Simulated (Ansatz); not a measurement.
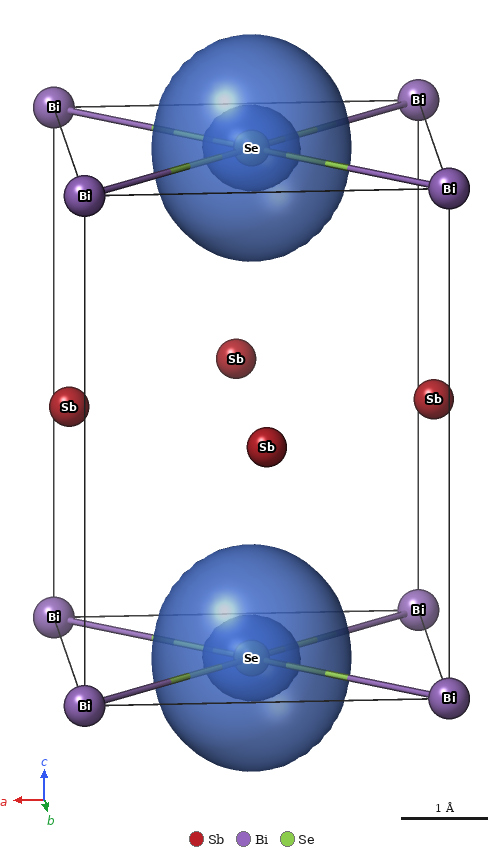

The picture shows: BiSb2Se. Isosurface of the electron localisation function at 0.65 (blue), seen at an oblique angle. Core shells and regions of very low density are left out. Sticks mark near contacts.

Space group P4/mmm; a structure generated by program, which may or may not match a known phase; computed without spin polarisation.

Level of theory: Ansatz, DFT PBE, scalar-relativistic, plane waves, PAW.

Core electrons are frozen (PAW), and the valence fields are smoothed inside the atomic spheres.

Identify the bonds, lone pairs and shells in this picture.

Answer. At this value the surface marks out one region wrapped around Se (its valence shell), counted in one cell of 4 atoms. Regions shared between cells count once. Profiles from the grid: Bi–Se (3.03 Å): the ELF is about 0.35 at the midpoint. Sb–Sb (3.03 Å): the ELF reaches about 0.55 near the midpoint.
